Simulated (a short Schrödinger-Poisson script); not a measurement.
Structure: gated Al0.2Ga0.8N/GaN polarisation-induced gas, at 300 K.

```tsv
layer	material	thickness (nm)	Na (cm⁻³)
1	Al0.2Ga0.8N	10	-
2	GaN	6000	3e15
```

The device is made up for the run: typed textbook-type constants, with dimensions and the other settings drawn at random. Al0.2Ga0.8N: permittivity 9.38, conduction-band edge (eV) 0.262, gap (eV) 3.804, electron mass (mₑ) 0.224, Nv at 300 K (cm⁻³) 4.6e19. GaN: permittivity 9.5, conduction-band edge (eV) 0, gap (eV) 3.43, Nv at 300 K (cm⁻³) 4.6e19.

Channel valleys (confinement mass, in-plane density-of-states mass, number): Γ 0.2, 0.2, 1. At the gate the conduction-band edge of layer 1 lies 1.1 eV − eVg above the Fermi level of the channel; the field vanishes at the back. Sheet of polarisation charge: +9.4e12 e/cm² at 10 nm from the gate. The barrier under the gate holds no holes. Gaps are held at their typed values at every temperature. Mesh 0.08 nm at interfaces.

From a short Schrödinger-Poisson script (our own, NumPy): 1D Poisson equation in equilibrium, electrons quantum, Hartree plus LDA exchange-correlation (BenDaniel-Duke, 40 states a valley, the channel's in-plane mass for all, wave functions free to enter the barrier), parabolic valleys, classical holes, full ionisation, no traps, pinning or gate leakage.

Only gate voltages with over 1e8 electrons/cm² are shown.

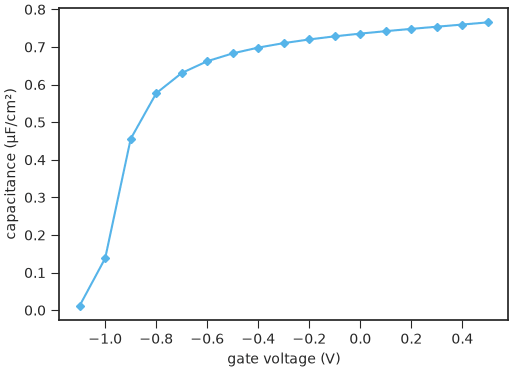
Quasi-static capacitance against gate voltage

```
Vg (V)  electrons (cm⁻²)  in the channel layer  C (μF/cm²)  Γ E0 (meV)  Γ E1 (meV)
------  ----------------  --------------------  ----------  ----------  ----------
0.5              6.32e12               5.72e12       0.765       -66.1        35.4
0.4              5.84e12               5.34e12       0.760       -60.5        37.7
0.3              5.37e12               4.95e12       0.754       -54.8        40.0
0.2              4.90e12               4.56e12       0.748       -49.0        42.3
0.1              4.43e12               4.16e12       0.742       -43.0        44.7
0                3.97e12               3.75e12       0.736       -36.8        47.1
-0.1             3.52e12               3.34e12       0.728       -30.4        49.7
-0.2             3.06e12               2.93e12       0.720       -23.6        52.4
-0.3             2.62e12               2.52e12       0.710       -16.4        55.4
-0.4             2.18e12               2.11e12       0.698        -8.6        58.8
-0.5             1.75e12               1.70e12       0.683         0.1        62.8
-0.6             1.33e12               1.30e12       0.662        10.2        67.9
-0.7             9.23e11               9.08e11       0.631        22.5        74.7
-0.8             5.45e11               5.38e11       0.577        39.1        85.3
-0.9             2.18e11               2.16e11       0.456        65.9       105.6
-1               2.53e10               2.52e10       0.138       123.9       158.3
-1.1              6.21e8                6.17e8      0.0120       220.5       253.3
```

Subbands count from the Fermi level.
